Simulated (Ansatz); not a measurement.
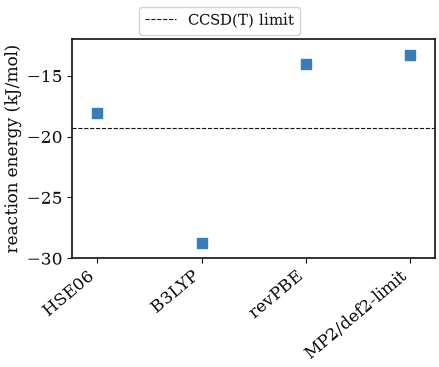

Electronic reaction energy of SiNH₃OBrF (N[Si](O)(F)Br) + H₂O (O) → SiNH₄O₂F (N[Si](O)(O)F) + HBr (Br) (SMILES in brackets) at several levels (functionals in def2-TZVPP unless a basis is named), isolated molecules at PBE0-D4 triple-zeta geometries, minima by their frequencies, no zero-point or thermal terms, the Ansatz code. The line is frozen-core CCSD(T) at the basis limit (MP2 extrapolated from triple and quadruple zeta, plus CCSD(T) less MP2 in a smaller set). The limit lies 7.5 kJ/mol from CCSD(T)/def2-TZVPP, so the line itself is uncertain by a part of that.

> Which level comes closest to the line (CCSD(T) limit), and which misses most?

Closest HSE06 (−18.1 kJ/mol), against −19.3 kJ/mol; farthest B3LYP (−28.8 kJ/mol).

> Give the values.

```tsv
level	kJ/mol	less CCSD(T) limit
HSE06	−18.1	1.2
B3LYP	−28.8	−9.5
revPBE	−14.1	5.2
MP2/def2-limit	−13.3	6.0
CCSD(T) limit	−19.3	0.0
```

Known limits of this run: no scalar relativity up to krypton; outer-core shells are correlated without core-valence functions, which makes the correlated values less sure.
